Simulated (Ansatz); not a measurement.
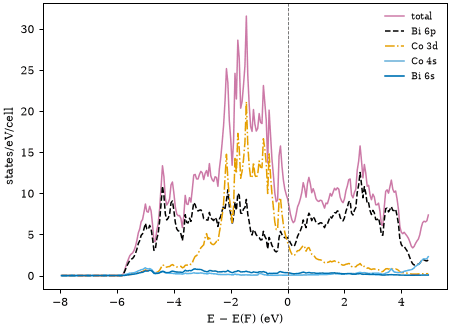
Figure: Total and projected density of states of CoBi₃ in space group Pnma (No. 62; Co on 4c, Bi on 4c, Bi on 4c, Bi on 4c), DFT-PBEsol in the program Ansatz with PAW potentials

Q: Which orbitals carry the states next to the Fermi level?

A: Within 0.5 eV of the Fermi level: Co 3d 50 %, Bi 6p 44 %. Projections are on Löwdin-orthogonalised atomic valence shells; empty p or d shells of many metals are not among them.

Q: Where is the tallest occupied peak in this window, and what makes it?

A: Near -1.4 eV, about 32 states/eV per cell; the largest projected share is Co 3d.

The first step of the workflow began from a Materials Project structure, measured or hypothetical; the Crystallography Open Database copy checked does not list it. Its standing as an ambient phase is unchecked. The PBEsol relaxation kept the symmetry of its start; whether a distortion lowers the energy is not shown. The run is not spin-polarised. Scalar-relativistic: spin–orbit coupling is off unless named, which matters more the heavier the elements.

Potentials: the later of the program's two PAW sets.
